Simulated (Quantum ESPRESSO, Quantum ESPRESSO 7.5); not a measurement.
# 1T-CaF2, 1 layer: solver and mixing choices

Wanted: time, iterations and memory of 1T-CaF2, 1 layer by eigensolver and mixing.

Calculated with Quantum ESPRESSO 7.5; plane-wave DFT, PBE, SPMS norm-conserving pseudopotentials.

**1. Set-up**

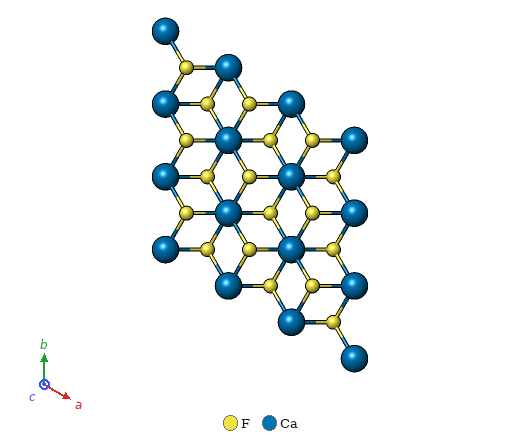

Start, viewed from above; fluorine yellow, calcium blue. 3×3×1 cells are drawn. Some periodic images of atoms are drawn too.

The cell holds 3 atoms: 2 F and 1 Ca. Its edges and angles: a = 3.580 Å, b = 3.580 Å, c = 18.838 Å, α = 90.0°, β = 90.0°, γ = 120.0°. It derives from CaF2. Vacuum lies along c.

Structure file:

```cif
data_structure
_symmetry_space_group_name_H-M 'P 1'
_symmetry_Int_Tables_number 1
_cell_length_a 3.5800
_cell_length_b 3.5800
_cell_length_c 18.8379
_cell_angle_alpha 90.000
_cell_angle_beta 90.000
_cell_angle_gamma 120.000
_cell_volume 209.09
loop_
_atom_site_label
_atom_site_type_symbol
_atom_site_fract_x
_atom_site_fract_y
_atom_site_fract_z
_atom_site_occupancy
F1 F 0.66667 0.33333 0.95122 1
Ca2 Ca 0.00000 0.00000 0.00000 1
F3 F 0.33333 0.66667 0.04878 1
```

This sheet is a model structure: its symmetry is held, and its stability is not tested here.

**2. Self-consistent run: david, local-TF mixing, beta 0.4, history 8**

The first run is the reference of the series.

File c0.in:

```
&control
  prefix = 'c0'
  outdir = './out'
  pseudo_dir = './pseudo'
  calculation = 'scf'
  tprnfor = .true.
/
&system
  ibrav = 0
  nat = 3
  ntyp = 2
  ecutwfc = 60
  ecutrho = 240
  occupations = 'smearing'
  smearing = 'fd'
  degauss = 0.004
  assume_isolated = 'esm'
  esm_bc = 'bc1'
/
&electrons
  conv_thr = 1e-07
  mixing_beta = 0.4
  electron_maxstep = 80
  mixing_mode = 'local-TF'
  diagonalization = 'david'
  mixing_ndim = 8
/
ATOMIC_SPECIES
  F   18.9984  09_F_7_1.5_1.5_pbe_n_v1.0.upf
  Ca  40.0780  20_Ca_10_2.3_2.7_pbe_n_v1.0.upf
CELL_PARAMETERS angstrom
  3.58000000000000 0.00000000000000 0.00000000000000
  -1.79000000000000 3.10037094554829 0.00000000000000
  0.00000000000000 0.00000000000000 18.83794522950676
ATOMIC_POSITIONS crystal
  F   0.666666666667 0.333333333333 -0.048783060125
  Ca  0.000000000000 0.000000000000 0.000000000000
  F   0.333333333333 0.666666666667 0.048783060125
K_POINTS automatic
  12 12 1 0 0 0
```

Run with:

```bash
OMP_NUM_THREADS=1 mpirun -n 4 pw.x -nk 4 -in c0.in > c0.out
```

Log:

```text
Program PWSCF v.7.5 starts
[citation notice left out]

     Parallel version (MPI & OpenMP), running on       4 processor cores
     Number of MPI processes:                 4
     Threads/MPI process:                     1

     MPI processes distributed on     1 nodes
[...]
Current dimensions of program PWSCF are:
     Max number of different atomic species (ntypx) = 10
     Max number of k-points (npk) =  40000
     Max angular momentum in pseudopotentials (lmaxx) =  4
     Message from routine setup:
     using ibrav=0 with symmetry is DISCOURAGED, use correct ibrav instead

     K-points division:     npool     =       4
     Subspace diagonalization in iterative solution of the eigenvalue problem:
     a serial algorithm will be used

     G-vector sticks info
     --------------------
     sticks:   dense  smooth     PW     G-vecs:    dense   smooth      PW
     Sum         757     757    211                88543    88543   13829

     Using Slab Decomposition

     bravais-lattice index     =            0
     lattice parameter (alat)  =       6.7652  a.u.
     unit-cell volume          =    1410.9994 (a.u.)^3
     number of atoms/cell      =            3
     number of atomic types    =            2
     number of electrons       =        24.00
     number of Kohn-Sham states=           16
     kinetic-energy cutoff     =      60.0000  Ry
     charge density cutoff     =     240.0000  Ry
     scf convergence threshold =      1.0E-07
     mixing beta               =       0.4000
     number of iterations used =            8  local-TF  mixing
     Exchange-correlation= PBE
                           (   1   4   3   4   0   0   0)

     Effective Screening Medium Method
     =================================
     Boundary Conditions: Vacuum-Slab-Vacuum
     total charge in unit cell        =   0.0000
     grid points for fit at edges     =        4

     celldm(1)=   6.765220  celldm(2)=   0.000000  celldm(3)=   0.000000
     celldm(4)=   0.000000  celldm(5)=   0.000000  celldm(6)=   0.000000

     crystal axes: (cart. coord. in units of alat)
               a(1) = (   1.000000   0.000000   0.000000 )
               a(2) = (  -0.500000   0.866025   0.000000 )
               a(3) = (   0.000000   0.000000   5.261996 )

     reciprocal axes: (cart. coord. in units 2 pi/alat)
               b(1) = (  1.000000  0.577350 -0.000000 )
               b(2) = (  0.000000  1.154701  0.000000 )
               b(3) = (  0.000000 -0.000000  0.190042 )

     PseudoPot. # 1 for F  read from file:
     ./pseudo/09_F_7_1.5_1.5_pbe_n_v1.0.upf
     Pseudo is Norm-conserving + core correction, Zval =  7.0
     Generated using ONCVPSP code by D. R. Hamann
     Using radial grid of  834 points,  5 beta functions with:
                l(1) =   0
                l(2) =   0
                l(3) =   1
                l(4) =   1
                l(5) =   2

     PseudoPot. # 2 for Ca read from file:
     ./pseudo/20_Ca_10_2.3_2.7_pbe_n_v1.0.upf
     Pseudo is Norm-conserving + core correction, Zval = 10.0
     Generated using ONCVPSP code by D. R. Hamann
     Using radial grid of 1752 points,  6 beta functions with:
                l(1) =   0
                l(2) =   0
                l(3) =   1
                l(4) =   1
                l(5) =   2
                l(6) =   2

     atomic species   valence    mass     pseudopotential
     F                 7.00    18.99840     F ( 1.00)
     Ca               10.00    40.07800     Ca( 1.00)

     12 Sym. Ops., with inversion, found

   Cartesian axes

     site n.     atom                  positions (alat units)
         1        F      tau(   1) = (   0.5000000   0.2886751  -0.2566963  )
         2        Ca     tau(   2) = (   0.0000000   0.0000000   0.0000000  )
         3        F      tau(   3) = (  -0.0000000   0.5773503   0.2566963  )

     number of k points=    19  Fermi-Dirac smearing, width (Ry)=  0.0040
                       cart. coord. in units 2pi/alat
        k(    1) = (   0.0000000   0.0000000   0.0000000), wk =   0.0138889
        k(    2) = (   0.0000000   0.0962250   0.0000000), wk =   0.0833333
        k(    3) = (   0.0000000   0.1924501   0.0000000), wk =   0.0833333
        k(    4) = (   0.0000000   0.2886751   0.0000000), wk =   0.0833333
        k(    5) = (   0.0000000   0.3849002   0.0000000), wk =   0.0833333
        k(    6) = (   0.0000000   0.4811252   0.0000000), wk =   0.0833333
        k(    7) = (   0.0000000  -0.5773503   0.0000000), wk =   0.0416667
        k(    8) = (   0.0833333   0.1443376   0.0000000), wk =   0.0833333
        k(    9) = (   0.0833333   0.2405626   0.0000000), wk =   0.1666667
        k(   10) = (   0.0833333   0.3367877   0.0000000), wk =   0.1666667
[...]
k(   19) = (   0.3333333   0.5773503   0.0000000), wk =   0.0277778

     Dense  grid:    88543 G-vectors     FFT dimensions: (  36,  36, 180)

     Estimated max dynamical RAM per process >     119.94 MB

     Estimated total dynamical RAM >     414.91 MB

     Check: negative core charge=   -0.000003

     Initial potential from superposition of free atoms

     starting charge      23.9951, renormalised to      24.0000

     negative rho (up, down):  4.139E-05 0.000E+00
     Starting wfcs are   13 randomized atomic wfcs +    3 random wfcs

     total cpu time spent up to now is        0.7 secs

     per-process dynamical memory:    70.7 Mb

     Self-consistent Calculation

     iteration #  1     ecut=    60.00 Ry     beta= 0.40
     Davidson diagonalization with overlap
     ethr =  1.00E-02,  avg # of iterations = 11.8

     total cpu time spent up to now is        3.1 secs

     total energy              =    -176.58859395 Ry
     estimated scf accuracy    <       0.44605826 Ry

     iteration #  2     ecut=    60.00 Ry     beta= 0.40
[...]
total energy              =    -176.49000175 Ry
     estimated scf accuracy    <       0.21841413 Ry

     iteration #  3     ecut=    60.00 Ry     beta= 0.40
[...]
total energy              =    -176.57203594 Ry
     estimated scf accuracy    <       0.08646140 Ry

     iteration #  4     ecut=    60.00 Ry     beta= 0.40
[...]
c_bands:  2 eigenvalues not converged
[...]
total energy              =    -176.61518310 Ry
     estimated scf accuracy    <       0.02941596 Ry

     iteration #  5     ecut=    60.00 Ry     beta= 0.40
[...]
c_bands:  1 eigenvalues not converged
     c_bands:  2 eigenvalues not converged
[...]
total energy              =    -176.74298306 Ry
     estimated scf accuracy    <       0.23389862 Ry

     iteration #  6     ecut=    60.00 Ry     beta= 0.40
[...]
c_bands:  1 eigenvalues not converged
[...]
total energy              =    -176.55613597 Ry
     estimated scf accuracy    <       0.50192114 Ry

     iteration #  7     ecut=    60.00 Ry     beta= 0.40
[...]
negative rho (up, down):  8.983E-03 0.000E+00

[...]
total energy              =    -176.60201636 Ry
     estimated scf accuracy    <       0.07147765 Ry

     iteration #  8     ecut=    60.00 Ry     beta= 0.40
[...]
negative rho (up, down):  1.036E-02 0.000E+00

[...]
total energy              =    -176.57316004 Ry
     estimated scf accuracy    <       0.08052415 Ry

     iteration #  9     ecut=    60.00 Ry     beta= 0.40
[...]
negative rho (up, down):  1.382E-02 0.000E+00

[...]
total energy              =    -176.58638183 Ry
     estimated scf accuracy    <       0.00857304 Ry

     iteration # 10     ecut=    60.00 Ry     beta= 0.40
[...]
c_bands:  2 eigenvalues not converged
     c_bands:  3 eigenvalues not converged
     c_bands:  3 eigenvalues not converged
     c_bands:  1 eigenvalues not converged
     c_bands:  2 eigenvalues not converged
[...]
negative rho (up, down):  1.252E-02 0.000E+00

[...]
total energy              =    -176.58223176 Ry
     estimated scf accuracy    <       0.01148241 Ry

     iteration # 11     ecut=    60.00 Ry     beta= 0.40
[...]
c_bands:  1 eigenvalues not converged
     c_bands:  1 eigenvalues not converged
     c_bands:  2 eigenvalues not converged
     c_bands:  3 eigenvalues not converged
     c_bands:  1 eigenvalues not converged
[...]
negative rho (up, down):  3.987E-03 0.000E+00

[...]
total energy              =    -176.58128518 Ry
     estimated scf accuracy    <       0.00197371 Ry

     iteration # 12     ecut=    60.00 Ry     beta= 0.40
[...]
c_bands:  1 eigenvalues not converged
     c_bands:  2 eigenvalues not converged
     c_bands:  2 eigenvalues not converged
     c_bands:  1 eigenvalues not converged
     c_bands:  1 eigenvalues not converged
[...]
negative rho (up, down):  3.332E-03 0.000E+00

[...]
total energy              =    -176.58128538 Ry
     estimated scf accuracy    <       0.00869371 Ry

     iteration # 13     ecut=    60.00 Ry     beta= 0.40
[...]
c_bands:  2 eigenvalues not converged
     c_bands:  1 eigenvalues not converged
[...]
negative rho (up, down):  4.498E-04 0.000E+00

[...]
total energy              =    -176.58270058 Ry
     estimated scf accuracy    <       0.00007278 Ry

     iteration # 14     ecut=    60.00 Ry     beta= 0.40
[...]
c_bands:  2 eigenvalues not converged
     c_bands:  1 eigenvalues not converged
[...]
negative rho (up, down):  2.372E-04 0.000E+00

[...]
total energy              =    -176.58283707 Ry
     estimated scf accuracy    <       0.00043743 Ry

     iteration # 15     ecut=    60.00 Ry     beta= 0.40
[...]
c_bands:  1 eigenvalues not converged
     c_bands:  1 eigenvalues not converged
[...]
negative rho (up, down):  2.748E-04 0.000E+00

[...]
total energy              =    -176.58289522 Ry
     estimated scf accuracy    <       0.00012068 Ry

     iteration # 16     ecut=    60.00 Ry     beta= 0.40
[...]
c_bands:  1 eigenvalues not converged
[...]
negative rho (up, down):  2.238E-04 0.000E+00

[...]
total energy              =    -176.58275640 Ry
     estimated scf accuracy    <       0.00012511 Ry

     iteration # 17     ecut=    60.00 Ry     beta= 0.40
[...]
negative rho (up, down):  6.485E-05 0.000E+00

[...]
total energy              =    -176.58276792 Ry
     estimated scf accuracy    <       0.00016243 Ry

     iteration # 18     ecut=    60.00 Ry     beta= 0.40
[...]
negative rho (up, down):  1.791E-05 0.000E+00

[...]
total energy              =    -176.58279385 Ry
     estimated scf accuracy    <       0.00001536 Ry

     iteration # 19     ecut=    60.00 Ry     beta= 0.40
[...]
negative rho (up, down):  6.568E-07 0.000E+00

[...]
total energy              =    -176.58280558 Ry
     estimated scf accuracy    <       0.00000072 Ry

     iteration # 20     ecut=    60.00 Ry     beta= 0.40
[...]
negative rho (up, down):  5.743E-07 0.000E+00

[...]
total energy              =    -176.58280545 Ry
     estimated scf accuracy    <       0.00000010 Ry

     iteration # 21     ecut=    60.00 Ry     beta= 0.40
[...]
End of self-consistent calculation

          k = 0.0000 0.0000 0.0000 ( 11073 PWs)   bands (ev):

   -44.5584 -28.0656 -27.9993 -25.4266 -25.4266 -25.1267 -10.1577 -10.1577
    -9.9224  -8.9559  -8.9072  -8.9072  -1.6233  -0.7438   0.5940   0.7865

          k = 0.0000 0.0962 0.0000 ( 11123 PWs)   bands (ev):

   -44.5549 -28.0568 -28.0466 -25.4331 -25.3729 -25.1532 -10.1463 -10.1262
    -9.9147  -8.9709  -8.9301  -8.9215  -1.4946  -0.6555  -0.2789   0.8154

          k = 0.0000 0.1925 0.0000 ( 11127 PWs)   bands (ev):

   -44.5453 -28.1869 -28.0100 -25.4509 -25.2954 -25.1672 -10.1105 -10.0378
    -9.9095  -9.0946  -8.9928  -8.8472  -1.1318  -0.4060   0.0453   0.5242

          k = 0.0000 0.2887 0.0000 ( 11102 PWs)   bands (ev):

   -44.5322 -28.3514 -27.9514 -25.4751 -25.3869 -25.0100 -10.1031  -9.9112
    -9.9079  -9.1618  -9.0848  -8.7805  -0.6268  -0.0607   0.5140   0.5741

          k = 0.0000 0.3849 0.0000 ( 11074 PWs)   bands (ev):

   -44.5190 -28.4999 -27.8882 -25.5066 -25.4991 -24.8439 -10.2283  -9.8199
    -9.7585  -9.1936  -9.1250  -8.7661  -0.1215   0.0959   0.8668   1.2486

          k = 0.0000 0.4811 0.0000 ( 11050 PWs)   bands (ev):

   -44.5094 -28.6008 -27.8385 -25.5986 -25.5165 -24.7282 -10.3639  -9.7038
    -9.6117  -9.3089  -9.0402  -8.8137   0.0875   0.1946   1.4352   1.5637

[...]
the Fermi energy is    -3.2290 ev

!    total energy              =    -176.58280325 Ry
     estimated scf accuracy    <       0.00000009 Ry
     smearing contrib. (-TS)   =      -0.00000000 Ry
     internal energy E=F+TS    =    -176.58280325 Ry

     The total energy is F=E-TS. E is the sum of the following terms:
     one-electron contribution =     258.13395056 Ry
     hartree contribution      =    -126.75371746 Ry
     xc contribution           =     -37.18615629 Ry
     ewald contribution        =    -270.77688006 Ry

     convergence has been achieved in  21 iterations

     Forces acting on atoms (cartesian axes, Ry/au):

     atom    1 type  1   force =    -0.00000000   -0.00000000   -0.01188952
     atom    2 type  2   force =     0.00000000   -0.00000000    0.00000000
     atom    3 type  1   force =    -0.00000000   -0.00000000    0.01188952

     Total force =     0.016814     Total SCF correction =     0.000031

[...]
=------------------------------------------------------------------------------=
   JOB DONE.
=------------------------------------------------------------------------------=
[...]
```

Run time: 52 s. Hardware: 4 MPI ranks of Arm Neoverse V2, shared host; peak memory 0.48 GiB; 3.4 min of CPU time.

Numbers from this step:

| Quantity | Value |
| --- | --- |
| free energy | -2402.5314 eV |
| Fermi energy | -3.229 eV |
| valence top, on the run's zero | -8.748 eV |
| conduction bottom, on the run's zero | -1.623 eV |
| gap by band count | 7.124 eV |
| vacuum line at the lower end of the cell, over the valence top | 8.748 eV |
| vacuum line at the upper end of the cell, over the valence top | 8.748 eV |

Electrostatic potential energy of an electron; zero at the highest filled level of the SCF mesh. The potential energy, planar mean by z:

| z (Å) | potential energy, planar mean (eV) |
| --- | --- |
| -9 | 8.75 |
| -8 | 8.75 |
| -7 | 8.75 |
| -6 | 8.75 |
| -5 | 8.75 |
| -4 | 8.75 |
| -3 | 8.74 |
| -2 | 8.41 |
| -1 | -3.58 |
| 0 | -6.16 |
| 1 | -3.58 |
| 2 | 8.41 |
| 3 | 8.74 |
| 4 | 8.75 |
| 5 | 8.75 |
| 6 | 8.75 |
| 7 | 8.75 |
| 8 | 8.75 |
| 9 | 8.75 |

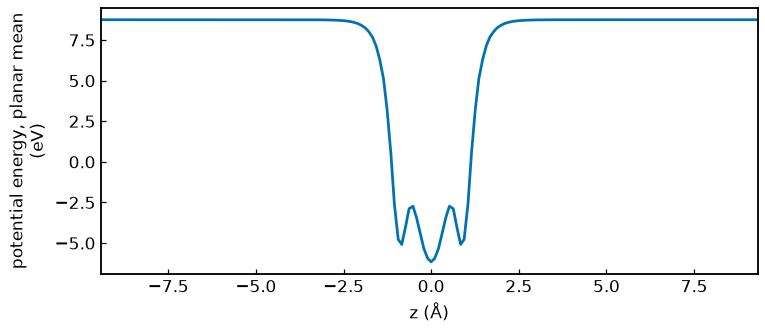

Potential energy, planar mean against z.

The program's own clock; routines nest. Time by routine:

| routine | wall time (s) | calls |
| --- | --- | --- |
| PWSCF | 51.15 | 1 |
| electrons | 50.16 | 1 |
| c_bands | 35.33 | 21 |
| cegterg | 28.99 | 105 |
| h_psi | 24.23 | 1055 |
| fftw | 21.17 | 15120 |
| vloc_psi | 21.02 | 1055 |
| mix_rho | 9.71 | 21 |
| ffts | 5.51 | 2213 |
| sum_band | 3.21 | 21 |
| v_of_rho | 1.66 | 22 |
| add_vuspsi | 1.61 | 1055 |
| calbec | 1.57 | 1075 |
| h_psi:calbec | 1.51 | 1055 |

The vacuum levels are read from the outermost 0.7 Å of the cell on either side.

The run needed 21 iterations to bring the estimated error under 1e-07 Ry; the largest force on any atom, held or free, is 0.31 eV/Å.

Inside the slab this potential holds the local part of the pseudopotentials, which can be repulsive at the nuclei; only its value in the vacuum has a meaning of its own.

**3. Ground state: david, plain mixing, beta 0.4, history 8**

c1.in, as its differences from the input of step 2:

```diff
@@ -1,3 +1,3 @@
 &control
-  prefix = 'c0'
+  prefix = 'c1'
   outdir = './out'
@@ -23,3 +23,3 @@
   electron_maxstep = 80
-  mixing_mode = 'local-TF'
+  mixing_mode = 'plain'
   diagonalization = 'david'
```

Run with:

```bash
OMP_NUM_THREADS=1 mpirun -n 4 pw.x -nk 4 -in c1.in > c1.out
```

Log:

```text
[banner, memory and clock lines left out]
Program PWSCF v.7.5 starts
[...]
Message from routine setup:
[...]
number of electrons       =        24.00
     number of Kohn-Sham states=           16
     kinetic-energy cutoff     =      60.0000  Ry
     charge density cutoff     =     240.0000  Ry
[...]
number of k points=    19  Fermi-Dirac smearing, width (Ry)=  0.0040
[...]
Dense  grid:    88543 G-vectors     FFT dimensions: (  36,  36, 180)
[...]
negative rho (up, down):  4.139E-05 0.000E+00
     Starting wfcs are   13 randomized atomic wfcs +    3 random wfcs
[...]
negative rho (up, down):  1.167E-05 0.000E+00
[...]
estimated scf accuracy    <       0.44605826 Ry
[...]
negative rho (up, down):  1.294E-07 0.000E+00
[...]
estimated scf accuracy    <       0.04016626 Ry
[...]
negative rho (up, down):  2.384E-06 0.000E+00
[...]
estimated scf accuracy    <       0.04844978 Ry
[...]
estimated scf accuracy    <       0.07068558 Ry
[...]
estimated scf accuracy    <       0.00797691 Ry
[...]
estimated scf accuracy    <       0.00964389 Ry
[...]
estimated scf accuracy    <       0.01040539 Ry
[...]
estimated scf accuracy    <       0.00832213 Ry
[...]
estimated scf accuracy    <       0.00163714 Ry
[...]
estimated scf accuracy    <       0.00117404 Ry
[...]
estimated scf accuracy    <       0.00115169 Ry
[...]
estimated scf accuracy    <       0.00115538 Ry
[...]
estimated scf accuracy    <       0.00077973 Ry
[...]
negative rho (up, down):  4.065E-06 0.000E+00
[...]
estimated scf accuracy    <       0.00090116 Ry
[...]
estimated scf accuracy    <       0.00220682 Ry
[...]
negative rho (up, down):  1.203E-05 0.000E+00
[...]
estimated scf accuracy    <       0.00176030 Ry
[...]
estimated scf accuracy    <       0.01140776 Ry
[...]
estimated scf accuracy    <       0.00007441 Ry
[...]
estimated scf accuracy    <       0.00069679 Ry
[...]
estimated scf accuracy    <       0.00048151 Ry
[...]
estimated scf accuracy    <       0.00000736 Ry
[...]
estimated scf accuracy    <       0.00001861 Ry
[...]
estimated scf accuracy    <       0.00000328 Ry
[...]
estimated scf accuracy    <       0.00006366 Ry
[...]
estimated scf accuracy    <       0.00007330 Ry
[...]
estimated scf accuracy    <       0.00023270 Ry
[...]
estimated scf accuracy    <       0.00007209 Ry
[...]
estimated scf accuracy    <       0.00013758 Ry
[...]
estimated scf accuracy    <       0.00021910 Ry
[...]
estimated scf accuracy    <       0.00000657 Ry
[...]
estimated scf accuracy    <       0.00000023 Ry
[...]
estimated scf accuracy    <       0.00000207 Ry
[...]
the Fermi energy is    -3.2282 ev
!    total energy              =    -176.58280325 Ry
     estimated scf accuracy    <       0.00000003 Ry
     smearing contrib. (-TS)   =      -0.00000000 Ry
     internal energy E=F+TS    =    -176.58280325 Ry
[...]
one-electron contribution =     258.13392071 Ry
     hartree contribution      =    -126.75370589 Ry
     xc contribution           =     -37.18613801 Ry
     ewald contribution        =    -270.77688006 Ry
     convergence has been achieved in  33 iterations
[...]
Total force =     0.016794     Total SCF correction =     0.000111
[...]
```

Run time: 61 s. Hardware: 4 MPI ranks; peak memory 0.47 GiB; 4 min of CPU time.

Read from the output:

```
Fermi energy                                                   : -3.228 eV
valence top, on the run's zero                                 : -8.745 eV
conduction bottom, on the run's zero                           : -1.626 eV
gap by band count                                              : 7.119 eV
vacuum line at the lower end of the cell, over the valence top : 8.745 eV
vacuum line at the upper end of the cell, over the valence top : 8.745 eV
```

The program's own clock; routines nest. Time by routine:

| routine | wall time (s) | calls |
| --- | --- | --- |
| PWSCF | 60.1 | 1 |
| electrons | 59.1 | 1 |
| c_bands | 50.74 | 33 |
| cegterg | 42.74 | 165 |
| h_psi | 35.73 | 1484 |
| fftw | 31.53 | 22390 |
| vloc_psi | 31.04 | 1484 |
| sum_band | 5.07 | 33 |
| v_of_rho | 2.44 | 34 |
| add_vuspsi | 2.35 | 1484 |
| calbec | 2.26 | 1504 |
| h_psi:calbec | 2.21 | 1484 |
| fft | 0.91 | 350 |
| init_us_2 | 0.85 | 340 |

Counted from each run's own zero (the valence top), the vacuum level differs from the first run's by -2 meV.

(Continued in part 2 of 3.)

[Logs are printed without paths, hosts, clocks, repeated set-up lines and the standing remarks that a program may print on its own settings, such as how far it seeks lower states.]

[Hosts, paths, dates, database ids (printed as entryN), source tags and the programs' standing remarks are cut or masked in the printed files.]

[Maps of the electrostatic potential energy from Ansatz leave out the sawtooth potential of an applied field or a dipole correction, so their vacuum need not be flat; planar profiles and work functions include it.]
